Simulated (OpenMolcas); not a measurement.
# One shape, several levels: doublet CH6Sn+

We compute a comparison of 6 runs (UHF/def2-SVP, U-r2SCAN/def2-SVP, UPBE/def2-SVP, USVWN5/def2-SVP, UTPSS/def2-SVP, ROMP2/def2-SVP) of doublet CH6Sn+. 

Program for the calculation: OpenMolcas 26.06.

**1. The structure to begin with**

The species is CH6Sn+ (8 atoms), meant as a doublet with charge +1. As SMILES of the parent species, `[CH3][SnH3]`. The shape is that of a PBE0-D4/def2-TZVP optimisation. That shape belongs to the parent species and isn't relaxed for this state.

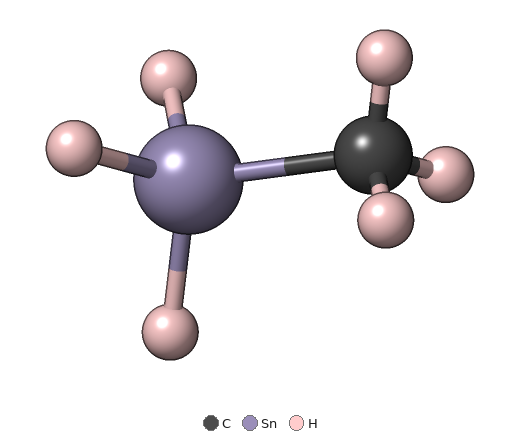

Viewed from a chosen angle; carbon dark grey, tin purple, hydrogen pink.

**2. A single-point energy at UHF/def2-SVP (core potential) (run 1)**

Contents of test.inp:

```
* CH6Sn Hartree-Fock

&GATEWAY
  BasLib=$CurrDir
  Coord
  8
  angstrom
  C        1.094500       0.367400      -0.110600
  Sn      -0.919400      -0.329100       0.082100
  H        1.300500       0.627700      -1.148800
  H        1.789300      -0.411200       0.204000
  H        1.244600       1.249200       0.512300
  H       -2.012000       0.886800      -0.417500
  H       -1.156700      -1.716400      -0.887800
  H       -1.248700      -0.731500       1.710400
  Basis=def2-SVP
  Group=NoSym

&SEWARD

&SCF
  UHF
  Charge=1
  Spin=2
  Thresholds=1e-10 1e-07 1e-07 1e-05
  PrOrbitals=1 1
```

The basis set def2-SVP is read from a file made from the Basis Set Exchange's data (not shown).

Command:

```bash
$ export MOLCAS_MEM=1860
$ pymolcas test.inp > test.log
```

What it wrote:

```text
--- Start Module: gateway ---
[...]
--- Stop Module: gateway /rc=_RC_ALL_IS_WELL_ ---
--- Start Module: seward ---
[...]
      Basis functions           70
--- Stop Module: seward /rc=_RC_ALL_IS_WELL_ ---
[...]
--- Start Module: scf ---
[...]
       Convergence after  19 Iterations
[...]
::    Total SCF energy                               -254.2858900276
[...]
      Total spin, S                                     0.5051219804
[...]
      Total electronic charge=   33.000000
      Total            charge=    1.000000
[...]
      Dipole Moment (debye):
      Origin of the operator (angstrom)=   -0.7045   -0.2548    0.0615
                   X=  4.0307E+00               Y=  1.3940E+00               Z= -3.8579E-01           Total=  4.2824E+00
      Center of Charge (angstrom)
[...]
--- Stop Module: scf /rc=_RC_ALL_IS_WELL_ ---
[...]
```

Wall time 4.8 s (1 thread of Arm Neoverse V1, shared host); peak memory 0.41 GiB.

**3. The energy at U-r2SCAN/def2-SVP (core potential) (run 2)**

Contents of run.inp:

```
&gateway
baslib=$CurrDir
coord
8
angstrom
C        1.094500       0.367400      -0.110600
Sn      -0.919400      -0.329100       0.082100
H        1.300500       0.627700      -1.148800
H        1.789300      -0.411200       0.204000
H        1.244600       1.249200       0.512300
H       -2.012000       0.886800      -0.417500
H       -1.156700      -1.716400      -0.887800
H       -1.248700      -0.731500       1.710400
basis=def2-SVP
group=NoSym
&seward
gridinput
Grid=UltraFine
End of Grid
&scf
uhf
charge=1
spin=2
ksdft=2
1.0 MGGA_X_R2SCAN
1.0 MGGA_C_R2SCAN
thresholds=1e-10 1e-07 1e-07 1e-05
prorbitals=1 1
```

The basis set def2-SVP is read from a file made from the Basis Set Exchange's data (not shown).

Command:

```bash
$ export MOLCAS_MEM=1860
$ pymolcas run.inp > run.log
```

What it wrote:

```text
--- Start Module: gateway ---
[...]
--- Stop Module: gateway /rc=_RC_ALL_IS_WELL_ ---
--- Start Module: seward ---
[...]
      Basis functions           70
--- Stop Module: seward /rc=_RC_ALL_IS_WELL_ ---
[...]
--- Start Module: scf ---
[...]
       Convergence after  25 Iterations
[...]
::    Total KS-DFT energy                            -255.6090916564
[...]
      Total spin, S                                     0.5023878477
[...]
      Total electronic charge=   33.000000
      Total            charge=    1.000000
[...]
      Dipole Moment (debye):
      Origin of the operator (angstrom)=   -0.7045   -0.2548    0.0615
                   X=  3.4144E+00               Y=  1.1810E+00               Z= -3.2662E-01           Total=  3.6276E+00
      Center of Charge (angstrom)
[...]
--- Stop Module: scf /rc=_RC_ALL_IS_WELL_ ---
[...]
```

It took 74 s on 1 thread of Arm Neoverse V1, shared host; peak memory 0.41 GiB.

Runs 3 to 5 aren't shown in full; the table further down has their settings and results.

**4. The energy at ROMP2/def2-SVP (core potential) (run 6)**

test.inp: that of step 2 with these lines changed.

```diff
@@ -1,3 +1 @@
-* CH6Sn Hartree-Fock
-
 &GATEWAY
@@ -26 +24,14 @@
   PrOrbitals=1 1
+
+&RASSCF
+  FileOrb=$Project.UnaOrb
+  Spin=2
+  Nactel=1 0 0
+  Inactive=16
+  Ras2=1
+  OutOrbitals=Canonical
+  OrbListing=Few
+
+&CASPT2
+  IPEA=0.0
+  Frozen=5
```

The basis set def2-SVP is read from a file made from the Basis Set Exchange's data (not shown).

Command:

```bash
$ export MOLCAS_MEM=1860
$ pymolcas test.inp > test.log
```

What it wrote:

```text
--- Start Module: gateway ---
[...]
--- Stop Module: gateway /rc=_RC_ALL_IS_WELL_ ---
[...]
      Basis functions           70
[...]
       Convergence after  19 Iterations
[...]
::    Total SCF energy                               -254.2858900276
[...]
      Total spin, S                                     0.5051219804
[...]
--- Start Module: rasscf ---
[...]
      Number of active orbitals                  1
[...]
      Spin quantum number                      0.5
[...]
      Active orbitals                            1
[...]
      Number of CSFs                             1
[...]
      Number of root(s) required                 1
[...]
      Convergence after  9 iterations
[...]
      printout of CI-coefficients larger than  0.05 for root  1
      energy=    -254.282689
      conf/sym  1     Coeff  Weight
             1  u   1.00000 1.00000
      Natural orbitals and occupation numbers for root  1
      sym 1:   1.000000
      ************************************************************************************************************************
      *                                                    Final results                                                     *
[...]
::    RASSCF root number  1 Total energy:   -254.28268883
[...]
      Total electronic charge=   33.000000
      Total            charge=    1.000000
[...]
      Dipole Moment (debye):
      Origin of the operator (angstrom)=   -0.7045   -0.2548    0.0615
                   X=  4.1075E+00               Y=  1.4206E+00               Z= -3.9316E-01           Total=  4.3639E+00
      Center of Charge (angstrom)
[...]
--- Stop Module: rasscf /rc=_RC_ALL_IS_WELL_ ---
[...]
--- Start Module: caspt2 ---
[...]
 ###    WARNING: User changed nr of frozen orbitals.                         ###
 ###############################################################################
[...]
      E2 (Variational):          -0.2500334254
      Total energy:            -254.5327222543
[...]
      Reference weight:           0.90950
[...]
::    CASPT2 Root  1     Total energy:   -254.53272225
[...]
--- Stop Module: caspt2 /rc=_RC_ALL_IS_WELL_ ---
[...]
```

Run time: 7.5 s. Hardware: 1 thread of Arm Neoverse V1, shared host; peak memory 0.41 GiB.

**5. All runs side by side**

```
run                               level  integration grid  frozen core orbitals  energy (Eh)  HOMO energy (eV)  LUMO energy (eV)   ⟨S²⟩  wall time
  1       UHF/def2-SVP (core potential)                 –                     –  -254.285890            -17.31             -8.50  0.760      4.8 s
  2  U-r2SCAN/def2-SVP (core potential)         UltraFine                     –  -255.609092            -13.73            -13.36  0.755       74 s
  3      UPBE/def2-SVP (core potential)         UltraFine                     –  -255.485272            -13.57            -13.49  0.754       90 s
  4    USVWN5/def2-SVP (core potential)         UltraFine                     –  -254.797330            -13.72            -13.63  0.752       74 s
  5     UTPSS/def2-SVP (core potential)         UltraFine                     –  -255.491779            -13.64            -13.54  0.753    1.9 min
  6     ROMP2/def2-SVP (core potential)                 –                     5  -254.532722                 –                 –      –      7.5 s
```

**6. What came out**

| quantity | value |
| --- | --- |
| run 6: total energy | -254.53272 Eh |

Totals of different functionals can't be ranked against each other. All runs together took 6.1 min, the longest 1.9 min.
